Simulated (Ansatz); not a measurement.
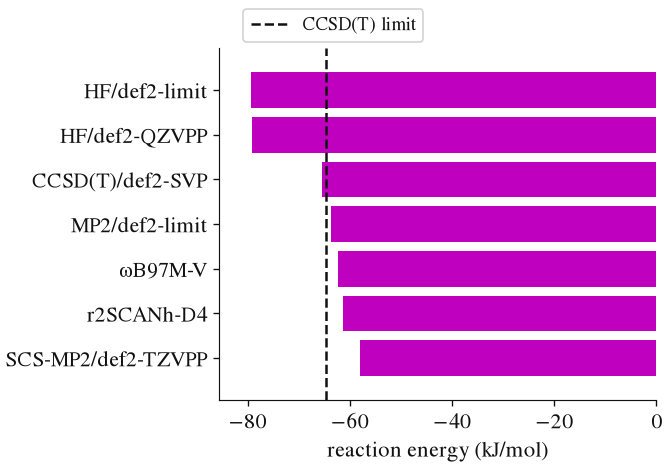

Electronic reaction energy of CdSiH₃OF ([F][Cd][O][SiH3]) + GaNH₃Br ([NH2][GaH][Br]) → CdBrF ([F][Cd][Br]) + GaSiNH₆O ([NH2][GaH][O][SiH3]) (SMILES in brackets) at several levels (functionals in def2-TZVPP unless a basis is named), isolated molecules at PBE0-D4 triple-zeta geometries, minima by their frequencies, no zero-point or thermal terms, the Ansatz code. The line is frozen-core CCSD(T) at the basis limit (MP2 extrapolated from triple and quadruple zeta, plus CCSD(T) less MP2 in a smaller set). The distance of CCSD(T)/def2-SVP and SCS-MP2/def2-TZVPP to the limit includes basis error. Core potentials past Kr. The limit lies 6.8 kJ/mol from CCSD(T)/def2-TZVPP, so the line itself is uncertain by a part of that.

**What range do the values span, the line included?**

From −79.3 kJ/mol (HF/def2-limit) to −57.9 kJ/mol (SCS-MP2/def2-TZVPP).

**Give the values.**

| level | kJ/mol | less CCSD(T) limit |
| --- | --- | --- |
| HF/def2-limit | −79.3 | −14.6 |
| HF/def2-QZVPP | −79.2 | −14.5 |
| CCSD(T)/def2-SVP | −65.3 | −0.6 |
| MP2/def2-limit | −63.7 | 1.0 |
| ωB97M-V | −62.2 | 2.5 |
| r2SCANh-D4 | −61.4 | 3.3 |
| SCS-MP2/def2-TZVPP | −57.9 | 6.8 |
| CCSD(T) limit | −64.7 | 0.0 |

Known limits of this run: no scalar relativity up to krypton; outer-core shells are correlated without core-valence functions, which makes the correlated values less sure; one conformer of each flexible molecule.
